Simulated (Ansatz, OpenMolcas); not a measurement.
BH2Cl− (SMILES [BH2-]Cl): the energy, rung by rung

BH2Cl− has 4 atoms, charge -1, and is taken as a doublet. SMILES: `[BH2-]Cl`. Geometry: relaxed at GFN2-xTB.

```xyz
4

B    -0.0727   -0.1943   -0.3373
Cl    1.3902    0.0624    0.8848
H    -0.9640   -0.7526    0.2646
H    -0.3535    0.8845   -0.8121
```

Quantity: the energy change with the B1–H4 bond stretched from 1.212 to 2.423 Å, in eV. The values are calculated.

| level | kind | program | value (eV) | less FCI/STO-3G |
| --- | --- | --- | --- | --- |
| UHF/STO-3G | Hartree–Fock | Ansatz | 4.88 | +0.20 |
| U-revPBE/STO-3G | GGA | Ansatz | 4.37 | -0.31 |
| UPBE/STO-3G | GGA | Ansatz | 4.48 | -0.20 |
| U-r2SCAN/STO-3G | meta-GGA | OpenMolcas | 4.71 | +0.03 |
| UB3LYP/STO-3G | global hybrid | OpenMolcas | 4.68 | 0.00 |
| U-wB97M-V/STO-3G | range-separated hybrid | Ansatz | 5.01 | +0.33 |
| CASSCF(3,3)/STO-3G | multireference | OpenMolcas | 4.75 | +0.07 |
| UBCCD(T)/STO-3G | coupled cluster or CI | Ansatz | 4.69 | +0.01 |
| FCI/STO-3G | exact in the basis | Ansatz | 4.68 | 0.00 |

FCI/STO-3G is exact within its basis and frozen core, so for wave-function methods in that basis the difference is their error; functionals converge differently with the basis, so for them it is only a difference. Where it was recorded, the anion's HOMO is positive in U-r2SCAN/STO-3G, UB3LYP/STO-3G: a fault of the level (basis or self-interaction), which says nothing on whether the real anion is bound. Sets without diffuse functions describe the anion poorly. The first shape isn't each level's own minimum. The values span 4.37 to 5.01 eV. Spin contamination of the reference (⟨S²⟩ at least 0.1 too high) touches UHF/STO-3G, U-r2SCAN/STO-3G, UB3LYP/STO-3G, U-wB97M-V/STO-3G, UBCCD(T)/STO-3G. All rows use very small basis sets, so none should be taken for the real molecule's value.

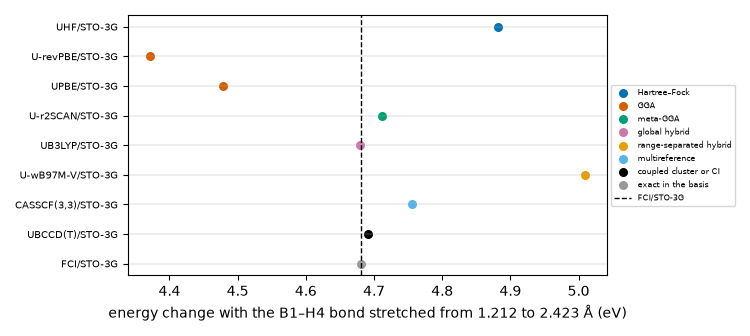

The values of the table, level by level.
